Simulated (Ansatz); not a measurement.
**Effect of Si → Be on TiSi2**

Base system: TiSi2 (space group Fddd, No. 70; a = 4.760 Å, b = 8.180 Å, c = 8.499 Å).

It is then changed as follows: Be takes the place of Si on all its sites, then cell and atoms are relaxed.

Level of theory: DFT with PBEsol, PAW potentials and a 420 eV plane-wave cutoff in Ansatz (a program for electronic structure), no spin-orbit coupling, earlier PAW set. k-mesh 13×13×13 (Γ-centred); smearing 0.05 eV (Fermi–Dirac).

```tsv
quantity	base	changed	shift
volume per atom	13.79 Å³	11.56 Å³	-2.23 Å³
density	4.18 g/cm³	3.16 g/cm³	-1.02 g/cm³
space group	Fddd (No. 70)	Fddd (No. 70)	–
shortest interatomic distance	2.516 Å	2.125 Å	-0.391 Å
band gap	zero	zero	–
```

Final structure:

```yaml
crystal:
  lattice:
    - [0.00000, 3.45390, 4.37696]
    - [2.29396, 0.00000, 4.37696]
    - [2.29396, 3.45390, 0.00000]
  atoms:
    - { symbol: Be, position: [0.65383, 0.34617, 0.65383] }
    - { symbol: Be, position: [0.34617, 0.65383, 0.34617] }
    - { symbol: Be, position: [0.59617, 0.90383, 0.59617] }
    - { symbol: Be, position: [0.90383, 0.59617, 0.90383] }
    - { symbol: Ti, position: [0.00000, 0.00000, 0.00000] }
    - { symbol: Ti, position: [0.25000, 0.25000, 0.25000] }
```

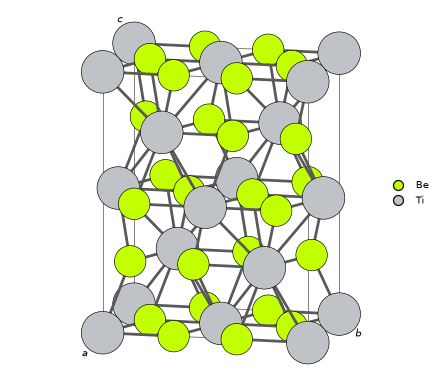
Figure. The relaxed conventional cell after the change

Whether these cells are dynamically stable was not tested. As relaxed here, TiBe2 is a hypothetical phase, not in the database extracts checked. All final runs are without spin polarisation. TiBe2 has a high density of states at the Fermi level and may be magnetic at this level.
